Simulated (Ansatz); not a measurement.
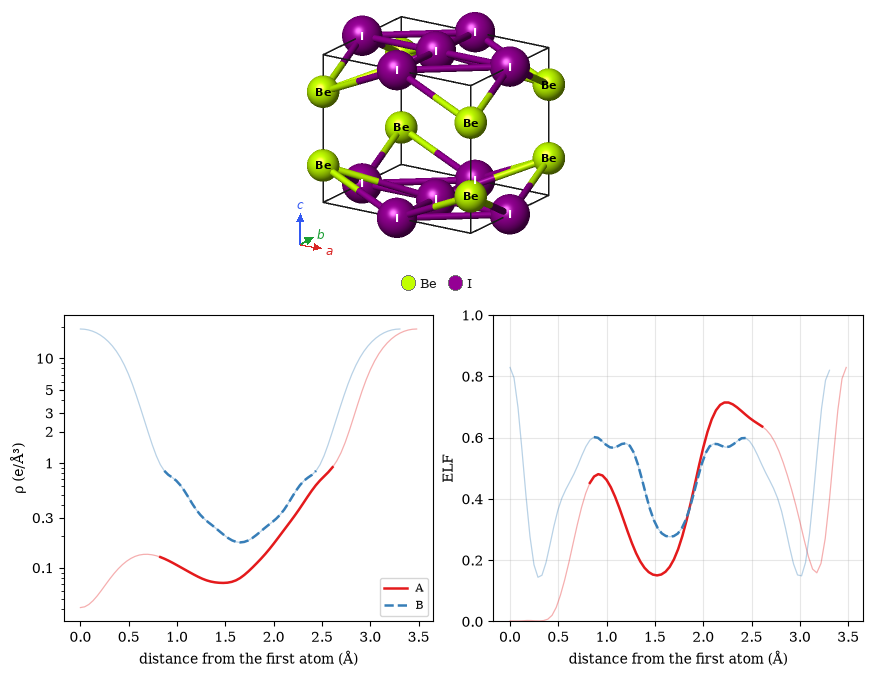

Figure 1: Be2I3. Valence pseudo-density and ELF along straight lines between neighbouring atoms. Thin, pale parts lie inside the atomic spheres. The structure is drawn too.

Space group P6/mmm; a structure generated by program, which may or may not match a known phase; computed without spin polarisation.

Theory: DFT PBE, scalar-relativistic, plane waves, PAW in Ansatz 0.2.0.

The density is the valence pseudo-density of a PAW calculation; it isn't the true density close to the nuclei.

```xyz
5
Lattice="6.6123 0.0000 0.0000 -3.3061 5.7264 0.0000 0.0000 0.0000 4.3267" Properties=species:S:1:pos:R:3 pbc="T T T"
Be    0.0000    0.0000    3.2435
Be    0.0000    0.0000    1.0832
I     3.3061    0.0000    0.0000
I    -1.6531    2.8632    0.0000
I     1.6531    2.8632    0.0000
```

Q: Which curve belongs to which contact (Be–I and I–I)? The first atom named is at distance zero.

A: Curve A: Be–I (3.48 Å): ρ at the midpoint is about 0.09 e/Å³, with its minimum of 0.07 e/Å³ about 1.5 Å from Be; the ELF peaks at about 0.70 in the valence shell of I, 1.3 Å from its nucleus, and drops to about 0.15 between the two atoms. Curve B: I–I (3.31 Å): ρ is about 0.17 e/Å³ halfway; the ELF is about 0.30 at the midpoint.
